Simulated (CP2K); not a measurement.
# SiCl4 (silicon tetrachloride) at 4 levels

We compute a comparison of 4 runs (AM1, GFN1-xTB, GFN2-xTB, PM6) of SiCl4 (silicon tetrachloride). 

The calculation is run with CP2K 2026.2.

4 further runs of the same task are left out: 4 that didn't finish.

## Step 1: The structure to begin with

SiCl4 has 5 atoms, charge 0, and is taken as a singlet. As SMILES, `Cl[Si](Cl)(Cl)Cl`. The Si2–Cl5 distance was set to 4.447 Å, away from the relaxed value. At this shape a bond of the SMILES string is far longer than usual.

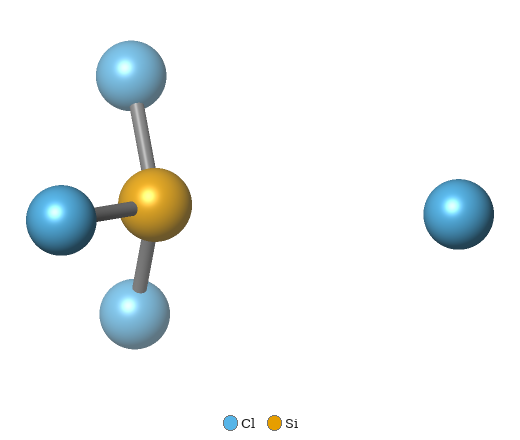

Viewed from a chosen angle; chlorine blue, silicon amber.

## Step 2: A single-point energy at AM1 (run 1)

Contents of job.inp:

```
&GLOBAL
 PROJECT_NAME job
 RUN_TYPE ENERGY
 PRINT_LEVEL MEDIUM
&END GLOBAL
&FORCE_EVAL
 METHOD QS
 &DFT
  &QS
   METHOD AM1
   EPS_DEFAULT 1.0E-10
   &SE
    &COULOMB
     CUTOFF [angstrom] 50
     RC_RANGE [angstrom] 0
    &END COULOMB
    &EXCHANGE
     CUTOFF [angstrom] 50
     RC_RANGE [angstrom] 0
    &END EXCHANGE
   &END SE
  &END QS
  &POISSON
   PERIODIC NONE
   POISSON_SOLVER ANALYTIC
  &END POISSON
  &SCF
   SCF_GUESS ATOMIC
   EPS_SCF 1.0E-07
   MAX_SCF 100
   ADDED_MOS 4
   &DIAGONALIZATION
    ALGORITHM STANDARD
   &END DIAGONALIZATION
   &MIXING
    METHOD DIRECT_P_MIXING
    ALPHA 0.4
   &END MIXING
  &END SCF
  &PRINT
   &MOMENTS
    PERIODIC F
    REFERENCE COM
    MAX_MOMENT 1
   &END MOMENTS
   &MO ON
    ENERGIES T
    OCCUPATION_NUMBERS T
    NDIGITS 6
    &EACH
     QS_SCF 0
    &END EACH
    ADD_LAST NUMERIC
   &END MO
   &HIRSHFELD OFF
   &END HIRSHFELD
  &END PRINT
 &END DFT
 &SUBSYS
  &CELL
   ABC 14.9 17.4 15.2
   PERIODIC NONE
  &END CELL
  &COORD
   SCALED T
   Cl   0.42052013   0.40896440   0.60652632
   Si   0.48579530   0.41315405   0.49003947
   Cl   0.59622483   0.34584371   0.49572368
   Cl   0.40377517   0.37509658   0.39347368
   Cl   0.56690040   0.65415629   0.43370763
  &END COORD
 &END SUBSYS
&END FORCE_EVAL
```

The run is started by

```sh
$ OMP_NUM_THREADS=1 cp2k.psmp -i job.inp > job.out 2>&1
```

What it wrote:

```text
CP2K| version string:                                       CP2K version 2026.2
[...]
 GLOBAL| Method name                                                        CP2K
[...]
 GLOBAL| Run type                                                         ENERGY
[...]
                             - Atoms:                                          5
[...]
                             - Spherical basis functions:                     20
[...]
 Number of electrons:                                                         32
[...]
     1 P_Mix/Diag. 0.40E+00    0.0     0.78093718       -55.4835645215 -5.55E+01
[...]
    25 DIIS/Diag.  0.32E-07    0.0     0.00000006       -58.0352711875 -3.55E-14
  *** SCF run converged in    25 steps ***
  Core-core repulsion energy [eV]:                           1608.99019487540590
  Core Hamiltonian energy [eV]:                             -2620.45619939561448
  Two-electron integral energy [eV]:                        -1135.50807396447249
  Electronic energy [eV]:                                   -3188.21023637785083
  Total energy [eV]:                                        -1579.22004150244470
  Atomic reference energy [eV]:                              1577.52420201530254
  Heat of formation [kcal/mol]:                               -39.10699070690634
[...]
 SE_DIPOLE| Moment [Debye]          2.24617967       7.79388965      -1.59153206
 SE_DIPOLE| Derivative [a.u.]       0.00000000       0.00000000       0.00000000
 ENERGY| Total FORCE_EVAL ( QS ) energy [hartree]            -58.035271187501486
[...]
```

It took 0.28 s on 1 thread of Arm Neoverse V1, shared host.

## Step 3: A single-point energy at GFN1-xTB (run 2)

Contents of molecule.xyz:

```xyz
5

Cl    -1.621766    -2.374939     2.229344
Si    -0.649166    -2.302039     0.458744
Cl     0.996234    -3.473239     0.545144
Cl    -1.871266    -2.964239    -1.009056
Cl     0.559300     1.891400    -0.397500
```

Contents of job.inp:

```
&global
   project job
   run_type ENERGY
   print_level MEDIUM
&end global
&force_eval
   method QUICKSTEP
   &dft
      charge 0
      multiplicity 1
      ! Quickstep
      &qs
         method XTB
         eps_default 1.0E-10
         &xtb
            gfn_type 1
            check_atomic_charges F
         &end xtb
      &end qs
      ! no periodic images
      &poisson
         periodic NONE
         poisson_solver ANALYTIC
      &end poisson
      &scf
         scf_guess ATOMIC
         eps_scf 1.0E-07
         max_scf 40
         &ot ON
            minimizer DIIS
            preconditioner FULL_ALL
         &end ot
         &outer_scf
            eps_scf 1.0E-07
            max_scf 10
         &end outer_scf
      &end scf
      ! extra output
      &print
         &moments
            periodic F
            reference COM
            max_moment 1
         &end moments
         &mo_cubes
            nlumo 1
            nhomo -1
            write_cube F
         &end mo_cubes
         &hirshfeld OFF
         &end hirshfeld
      &end print
   &end dft
   ! atoms, cell and kinds
   &subsys
      &cell
         abc [angstrom] 14.9 17.4 15.2
         periodic NONE
      &end cell
      &topology
         coord_file_name molecule.xyz
         coord_file_format XYZ
         &center_coordinates
         &end center_coordinates
      &end topology
   &end subsys
&end force_eval
```

The run is started by

```sh
$ OMP_NUM_THREADS=1 cp2k.psmp -i job.inp -o job.out
```

What it wrote:

```text
CP2K| version string:                                       CP2K version 2026.2
[...]
 GLOBAL| Method name                                                        CP2K
[...]
 GLOBAL| Run type                                                         ENERGY
[...]
                             - Atoms:                                          5
[...]
                             - Spherical basis functions:                     45
[...]
 Number of electrons:                                                         32
[...]
     1 OT DIIS     0.15E+00    0.0     0.06110628       -18.8931646321 -1.89E+01
[...]
    28 OT DIIS     0.15E+00    0.0     0.00000007       -18.9575274388 -2.99E-10
  *** SCF run converged in    28 steps ***
[...]
 TB_DIPOLE| Moment [Debye]         -3.44258191     -11.94539361       2.43926782
 TB_DIPOLE| Derivative [a.u.]       0.00000000       0.00000000       0.00000000
[...]
 ENERGY| Total FORCE_EVAL ( QS ) energy [hartree]            -18.957527438834308
[...]
```

Wall time 0.56 s (1 thread of Arm Neoverse V1, shared host).

Run 3 isn't shown in full; the table further down has it.

## Step 4: The energy at PM6 (run 4)

Contents of gas.inp:

```
&GLOBAL
  PROJECT_NAME gas
  RUN_TYPE ENERGY
  PRINT_LEVEL MEDIUM
&END

&FORCE_EVAL
  METHOD Quickstep
  &DFT
    &QS
      METHOD PM6
      EPS_DEFAULT 1.0E-10
      &SE
        &COULOMB
          CUTOFF [angstrom] 50
          RC_RANGE [angstrom] 0
        &END
        &EXCHANGE
          CUTOFF [angstrom] 50
          RC_RANGE [angstrom] 0
        &END
      &END
    &END
    &POISSON
      PERIODIC NONE
      POISSON_SOLVER ANALYTIC
    &END
    &SCF
      SCF_GUESS ATOMIC
      EPS_SCF 1.0E-06
      MAX_SCF 40
      &OT
        MINIMIZER DIIS
        PRECONDITIONER FULL_ALL
      &END
      &OUTER_SCF
        EPS_SCF 1.0E-06
        MAX_SCF 5
      &END
    &END
    &PRINT
      &MOMENTS
        PERIODIC F
        REFERENCE COM
        MAX_MOMENT 1
      &END
      &MO_CUBES
        NLUMO 1
        NHOMO -1
        WRITE_CUBE F
      &END
      &HIRSHFELD OFF
      &END
    &END
  &END
  &SUBSYS
    &CELL
      ABC 18.9 21.4 19.2
      PERIODIC NONE
    &END
    &COORD
      Cl    -1.621766    -2.374939     2.229344
      Si    -0.649166    -2.302039     0.458744
      Cl     0.996234    -3.473239     0.545144
      Cl    -1.871266    -2.964239    -1.009056
      Cl     0.559300     1.891400    -0.397500
    &END
    &TOPOLOGY
      &CENTER_COORDINATES
      &END
    &END
  &END
&END
```

The run is started by

```sh
$ OMP_NUM_THREADS=1 cp2k.psmp -i gas.inp -o gas.out
```

What it wrote:

```text
CP2K| version string:                                       CP2K version 2026.2
[...]
 GLOBAL| Method name                                                        CP2K
[...]
 GLOBAL| Run type                                                         ENERGY
[...]
                             - Atoms:                                          5
[...]
                             - Spherical basis functions:                     45
[...]
 Number of electrons:                                                         32
[...]
     1 OT DIIS     0.15E+00    0.0     0.15709506       -38.0862297040 -3.81E+01
[...]
     7 OT DIIS     0.15E+00    0.0     0.00000061       -40.0986508836 -2.78E-10
  *** SCF run converged in     7 steps ***
  Core-core repulsion energy [eV]:                           1492.67714044134823
  Core Hamiltonian energy [eV]:                             -1737.67631293293357
  Two-electron integral energy [eV]:                        -1692.28121766456343
  Electronic energy [eV]:                                   -2583.81692176521528
  Total energy [eV]:                                        -1091.13978132386706
  Atomic reference energy [eV]:                              1089.79450751530226
  Heat of formation [kcal/mol]:                               -31.02275346733931
[...]
 SE_DIPOLE| Moment [Debye]          4.00857957      13.90919222      -2.84033047
 SE_DIPOLE| Derivative [a.u.]       0.00000000       0.00000000       0.00000000
 *** WARNING in qs_scf_post_se.F:140 :: Printing of MO cube files not ***
 *** implemented for Semi-Empirical method.                           ***
 ENERGY| Total FORCE_EVAL ( QS ) energy [hartree]            -40.098650883606879
[...]
```

Run time: 0.64 s. Hardware: 1 thread of Arm Neoverse V1, shared host.

## Step 5: The series

| run | level | iteration cap | solver | energy (Eh) | dipole moment (D) | HOMO energy (eV) | wall time |
| --- | --- | --- | --- | --- | --- | --- | --- |
| 1 | AM1 | 100 | DIAG | -58.035271 | 8.27 | -8.70 | 0.28 s |
| 2 | GFN1-xTB | 40 | OT | -18.957527 | 12.67 | -10.86 | 0.56 s |
| 3 | GFN2-xTB | 150 | DIAG | -19.956750 | 7.12 | -10.43 | 0.34 s |
| 4 | PM6 | 40 | OT | -40.098651 | 14.75 | – | 0.64 s |

## Step 6: Outcome

| quantity | value |
| --- | --- |
| run 4: total energy | -40.09865 Eh |
| run 4: dipole moment | 14.75 D |
| run 4: heat of formation | -31.0 kcal/mol |

The dipole moment (its size) runs from 7.12 D (GFN2-xTB) to 14.75 D (PM6). Some of these are taken from atomic charges alone. In runs 1, 2, 3, 4 a closed-shell determinant meets a far-stretched bond, which it describes badly. Force-field and semi-empirical energies have zeros of their own, so their totals don't compare. All runs together took 1.8 s, the longest 0.64 s.
